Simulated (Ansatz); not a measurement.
Electronic density of states of amorphous B$_{12}$As$_{12}$Se$_{36}$, density 4.39 g/cm³, on a 2×2×2 Γ-centred mesh with a Gaussian width of 0.1 eV; energies count from the Fermi level, whose place inside the gap is arbitrary. Cell and mesh are small, so fine structure isn't converged. These are PBE-D3(BJ), scalar-relativistic without spin-orbit coupling, PAW (Ansatz default set, large-core Se) (plane waves to 420 eV; Ansatz, a program for electronic structure) values and carry that method's errors. Sampling: a 2×2×2 Γ-centred mesh; Fermi-Dirac width 0.05 eV; no spin polarisation. At PBE the levels at the filled edge of the gap are localised (band-tail or defect states), and the nearest spread-out levels lie 1.0 eV apart at the zone centre.

Preparation: random packing, a CHGNet melt and quench, and a DFT relaxation. The hot cell started wider than the set density and was brought back towards it in steps. It is the lowest in DFT energy of 3 quenches. It is a model cell: composition and starting density were chosen by hand, and all elements were melted together. The geometry includes D3(BJ) dispersion. Its density started from a set value of 4.19 and ended at 4.39 g/cm³. Cooling (nominally 150 K/ps over its main leg) ran many orders faster than in experiment, which tends to leave more defects and strain. One small periodic cell is one sample of the glass; other quenches scatter about these values. Volume and shape were free in the relaxation. On a 2×2×2 Γ-centred mesh force components of up to 0.19 eV/Å stay, since the relaxation ran on one k-point at (1/4, 1/4, 1/4).

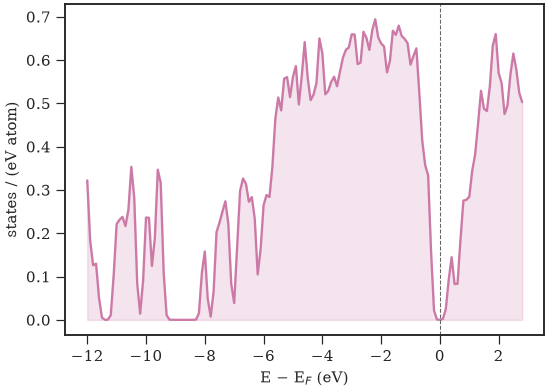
Figure. Density of states per atom

The level gap on this mesh is 0.61 eV; the broadening fills part of it in the curve.
